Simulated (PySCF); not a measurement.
# [PH2]− (phosphanide) at 6 levels

Aim: a comparison of 6 runs (PBE0/6-31G*, wB97X-V/6-31G*, BCCD(T)/6-31G*, CCSDTQ/6-31G*, UCCSD(T)/6-31G*, FCI/6-31G*) of [PH2]− (phosphanide). 

The results are computed with PySCF 2.14.0.

2 further runs of the same task are left out: 2 set aside as unsound or not needed.

**1. The molecule**

[PH2]−: 3 atoms, total charge -1, spin state singlet. As SMILES, `[PH2-]`. The P1–H3 distance was set to 2.421 Å, away from the relaxed value. At this shape a bond of the SMILES string is far longer than usual.

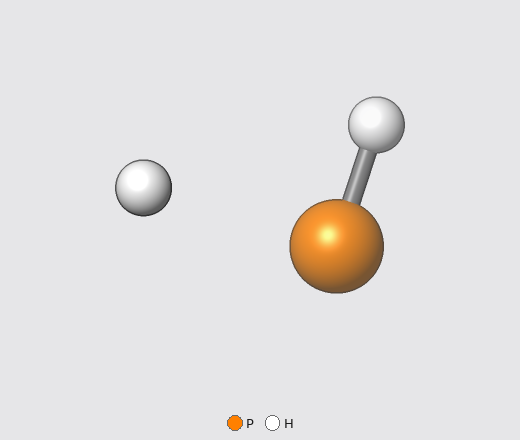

Viewed from a chosen angle; phosphorus orange, hydrogen white.

**2. A single-point energy at PBE0/6-31G(d) (spherical functions) (run 1)**

The input, input.py:

```python
from pyscf import gto, dft

molecule = gto.Mole()
molecule.atom = '''
P      1.381654     0.028875     0.769233
H      0.988324     1.312675     0.689313
H     -0.604500    -0.696650    -0.410180
'''
molecule.charge = -1
molecule.verbose = 3
molecule.max_memory = 1860
molecule.basis = '6-31g*'
molecule.build()

myscf = dft.RKS(molecule, xc='pbe0')
myscf.grids.level = 5
myscf.conv_tol = 1e-10
myscf.kernel()
if not myscf.converged:
    myscf = myscf.newton().run(myscf.mo_coeff, myscf.mo_occ)

etot = myscf.e_tot
print('Final energy', etot)
```

The run is started by

```bash
$ OMP_NUM_THREADS=1 python input.py
```

What it wrote:

```text
converged SCF energy = -342.279454535484
Final energy -342.2794545354835
```

It took 1.5 s on 1 thread of Arm Neoverse V2, shared host; peak memory 0.18 GiB.

**3. The energy at wB97X-V/6-31G(d) (spherical functions) (run 2)**

The input, run.py:

```python
from pyscf import gto, dft

mol = gto.M(
    atom='''
P      2.610948     0.054566     1.453640
H      1.867662     2.480596     1.302613
H     -1.142339    -1.316478    -0.775128
''',
    max_memory=1860,
    basis='6-31g*',
    verbose=4,
    charge=-1,
    unit='bohr',
    spin=0,
)

calc0 = dft.RKS(mol, xc='wb97x-v')
calc0.nlcgrids.level = 1
calc0.grids.level = 5
calc0.conv_tol = 1e-10
calc0.kernel()
if not calc0.converged:
    calc0 = calc0.newton().run(calc0.mo_coeff, calc0.mo_occ)

e_tot = calc0.e_tot
print('E = %.10f Eh' % e_tot)
```

The run is started by

```bash
$ OMP_NUM_THREADS=1 python run.py
```

What it wrote:

```text
PySCF version 2.14.0

[... 82 lines left out ...]
converged SCF energy = -342.350831340934
E = -342.3508313409 Eh
```

Wall time 6.6 s (1 thread of Arm Neoverse V2, shared host); peak memory 0.18 GiB.

Runs 3 to 4 aren't shown in full; the table further down has their settings and results.

**4. The energy at UCCSD(T)/6-31G(d) (spherical functions) (run 5)**

The input, run.py:

```python
from pyscf import gto, scf, cc

system = gto.M(
    atom='''
P        1.381654       0.028875       0.769233
H        0.988324       1.312675       0.689313
H       -0.604500      -0.696650      -0.410180
''',
    spin=0,
    basis='6-31g*',
    verbose=3,
    charge=-1,
    max_memory=1860,
)

myscf = scf.UHF(system)
myscf.conv_tol = 1e-10
myscf.kernel()
if not myscf.converged:
    myscf = myscf.newton().run(myscf.mo_coeff, myscf.mo_occ)
for _ in range(3):
    mo, _, stable, _ = myscf.stability(return_status=True)
    if stable:
        break
    myscf.kernel(myscf.make_rdm1(mo, myscf.mo_occ))

mycc = cc.CCSD(myscf, frozen=5)
mycc.kernel()
e_t = mycc.ccsd_t()
e_tot = mycc.e_tot + e_t
print('E = %.10f Eh' % e_tot)
```

The run is started by

```bash
$ OMP_NUM_THREADS=1 python run.py
```

What it wrote:

```text
converged SCF energy = -341.736726445361  <S^2> = 3.4922465e-10  2S+1 = 1
<class 'pyscf.scf.uhf.UHF'> wavefunction has an internal instability
converged SCF energy = -341.752302259196  <S^2> = 0.64216571  2S+1 = 1.8890905
<class 'pyscf.scf.uhf.UHF'> wavefunction is stable in the internal stability analysis
E(UCCSD) = -341.8767422441934  E_corr = -0.1244399849973223
UCCSD(T) correction = -0.00533048516918739
E = -341.8820727294 Eh
```

It took 0.91 s on 1 thread of Arm Neoverse V2, shared host; peak memory 0.12 GiB.

**5. The energy at FCI/6-31G(d) (spherical functions) (run 6)**

The input, calc.py:

```python
from pyscf import gto, scf, mcscf

system = gto.M(
    atom='P 1.381654 0.028875 0.769233; H 0.988324 1.312675 0.689313; H -0.604500 -0.696650 -0.410180',
    charge=-1,
    max_memory=1860,
    basis='6-31g*',
    verbose=4,
)

hf = scf.RHF(system)
hf.conv_tol = 1e-10
hf.kernel()
if not hf.converged:
    hf = hf.newton().run(hf.mo_coeff, hf.mo_occ)

cas = mcscf.CASCI(hf, hf.mo_coeff.shape[-1] - 5, (system.nelec[0] - 5, system.nelec[1] - 5))  # full CI above the frozen core
cas.fix_spin_(ss=0.0)
cas.kernel()
e_final = cas.e_tot
print('E = %.10f Eh' % e_final)
```

The run is started by

```bash
$ OMP_NUM_THREADS=1 python calc.py
```

What it wrote:

```text
PySCF version 2.14.0

[... 55 lines left out ...]
converged SCF energy = -341.73672644538
[... 1 line left out ...]
******** <class 'pyscf.mcscf.casci.CASCI'> ********
CAS (4e+4e, 17o), ncore = 5, nvir = 0
natorb = False
canonicalization = True
sorting_mo_energy = False
******** <class 'pyscf.fci.addons.SpinPenaltyFCISolver'> ********
max. cycles = 200
conv_tol = 1e-08
davidson only = True
linear dependence = 1e-12
level shift = 0.001
max iter space = 12
nroots = 1
pspace_size = 400
spin = None
Density matrix diagonal elements [1.9685281  1.94975056 1.79053589 1.95543234 0.19984157 0.02587965
 0.01337293 0.01441565 0.01808323 0.00950438 0.00811739 0.00677018
 0.0093183  0.00923691 0.00947204 0.00672492 0.00501597]
CASCI converged
CASCI E = -341.884568627179  E(CI) = -10.7989260729552  S^2 = 0.0000000
E = -341.8845686272 Eh
```

Wall time 7.1 min (1 thread of Arm Neoverse V2, shared host); peak memory 1.4 GiB.

**6. The series**

```tsv
run	level	nlc grid	integration grid	energy (Eh)	HOMO energy (eV)	LUMO energy (eV)	HOMO–LUMO gap (eV)	wall time
1	PBE0/6-31G* (spherical functions)	–	5	-342.279455	1.13	3.98	2.84	1.5 s
2	wB97X-V/6-31G* (spherical functions)	1	5	-342.350831	-1.25	6.09	7.33	6.6 s
3	BCCD(T)/6-31G* (spherical functions)	–	–	-341.883473	–	–	–	0.91 s
4	CCSDTQ/6-31G* (spherical functions)	–	–	-341.884570	-1.59	7.25	8.84	2.7 min
5	UCCSD(T)/6-31G* (spherical functions)	–	–	-341.882073	-0.68	8.23	8.92	0.91 s
6	FCI/6-31G* (spherical functions)	–	–	-341.884569	-1.59	7.25	8.84	7.1 min
```

**7. Outcome**

```
                                                    quantity          value
                                         run 6: total energy  -341.88457 Eh
                  run 6: HOMO energy (Hartree–Fock orbitals)       -1.59 eV
                  run 6: LUMO energy (Hartree–Fock orbitals)        7.25 eV
run 6: HOMO–LUMO gap (to an unbound level, set by the basis)        8.84 eV
          run 6: correlation energy (5 core orbitals frozen)     -147.8 mEh
```

Against full CI in this basis: BCCD(T) +1.1 mEh; CCSDTQ -0.0 mEh; UCCSD(T) +2.5 mEh. Totals of different functionals can't be ranked against each other. In run 1 the HOMO lies above zero, so the outermost electron may be held by the basis alone. Spin contamination of the reference: run 5 ⟨S²⟩ = 0.64. Where it is this large, the reference is a mixture of spin states, and values that rest on it are in doubt. All runs together took 10 min, the longest 7.1 min.
